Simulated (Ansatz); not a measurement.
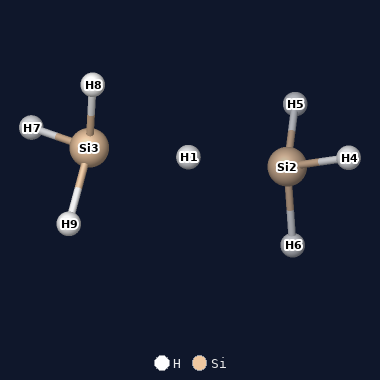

The system is the reacting system H7Si2, spin multiplicity 2; the picture shows the reference structure. 
- The first coordinate is: distance H1–Si3 (bond that forms); the second: distance H1–Si2 (bond that breaks).
- Relaxed at each point: all other coordinates.
- The scan uses a 13 × 13 grid.
- Points are written as (first, second).
- All energies are given in kcal/mol relative to the lowest grid point.
- Energies and slopes of some neighbouring points disagree (a jump in structure or state, or too coarse a mesh). In part of the range the unrestricted reference is strongly spin-contaminated.
- Theory: UHF/def2-SVP in Ansatz 0.2.0.

Its coordinates:

```csv
atom,x (Å),y (Å),z (Å)
H,-0.0030,0.0058,-0.0020
Si,0.1712,0.6991,1.7298
Si,-0.1722,-0.6974,-1.7303
H,-0.4167,2.0587,1.7582
H,1.6117,0.7531,2.0716
H,-0.5481,-0.1933,2.6683
H,0.8153,-1.7901,-1.8907
H,0.0908,0.3829,-2.7094
H,-1.5491,-1.2187,-1.8953
```

Range: distance H1–Si3 (bond that forms) from 1.278 to 2.778 Å; distance H1–Si2 (bond that breaks) from 1.278 to 3.078 Å.

Question: What landscape does the calculation give?

Answer: The lowest grid point is at (1.438 Å, 3.078 Å). It lies in a valley that leaves the map towards separated partners. The energy also falls towards the edge at (2.778 Å, 1.470 Å) (0.5 kcal/mol above the lowest), where a further well may lie outside the range. The highest grid point, (1.278 Å, 1.278 Å), lies 94.3 kcal/mol above the lowest.

```
second ↓, first →  1.278  1.345  1.438  1.543  1.658  1.780  1.909  2.043  2.182  2.325  2.472  2.623  2.778
            3.078   12.2    4.7    0.0    1.6    6.1   13.9   23.9   35.0   46.0   54.7   60.7   64.8   67.5
            2.892   14.9    7.3    2.4    2.5    7.0   14.7   24.5   35.3   45.7   53.9   59.7   63.6   66.2
            2.711   16.7    9.0    4.0    3.9    8.2   15.7   25.2   35.4   45.0   52.6   57.9   61.6   64.0
            2.534   15.1   11.4    6.2    5.8    9.8   16.8   25.8   35.2   43.7   50.3   55.1   58.3   60.4
            2.362   17.4   14.8    9.2    8.4   11.8   18.1   26.0   34.2   41.3   46.7   50.5   53.1   54.7
            2.196   20.6   19.3   13.1   11.5   14.0   19.2   25.6   32.0   37.3   41.1   43.7   45.3   46.2
            2.035   25.1   17.1   18.1   15.5   16.5   19.9   24.3   28.3   31.4   33.4   34.4   34.8   34.8
            1.881   31.0   22.8   24.6   20.3   19.3   20.3   22.0   23.4   24.2   24.3   24.0   23.4   22.7
            1.734   38.8   30.3   24.1   26.3   22.7   20.8   19.6   18.4   17.2   15.8   14.5   13.2   12.2
            1.596   48.7   40.0   33.2   34.3   27.6   22.6   18.7   15.4   12.5   10.1    8.0    6.3    4.9
            1.470   61.6   52.6   45.2   36.3   27.5   20.7   15.2   10.9    7.5    4.8    2.9    1.5    0.5
            1.359   77.8   68.7   55.2   43.3   33.9   26.4   20.4   15.7   12.0    9.2    7.1    5.6    4.6
            1.278   94.3   80.3   65.7   53.6   43.8   36.1   29.8   24.9   21.0   18.0   15.8   14.3   13.2
```

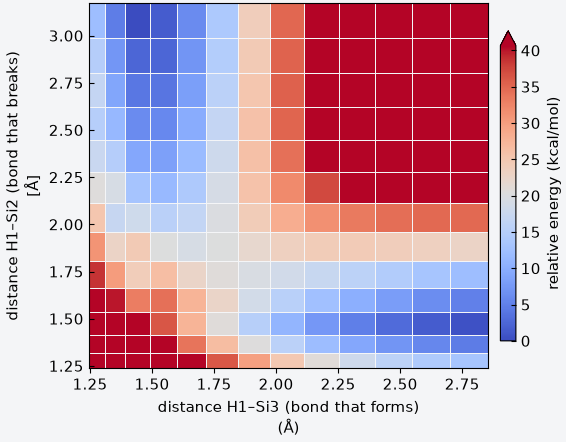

Drawn: one coloured cell a grid point, one colour for all values above the top of the scale.

Each point was launched as `ansatz run input.yaml --threads 1 --pin off --max-ram 2560MiB --backend cpu --events-out ev --progress --plain --runs-dir out`. Time for the 169 points that were run: 12 min on 1 thread of Arm Neoverse V2 (shared host).
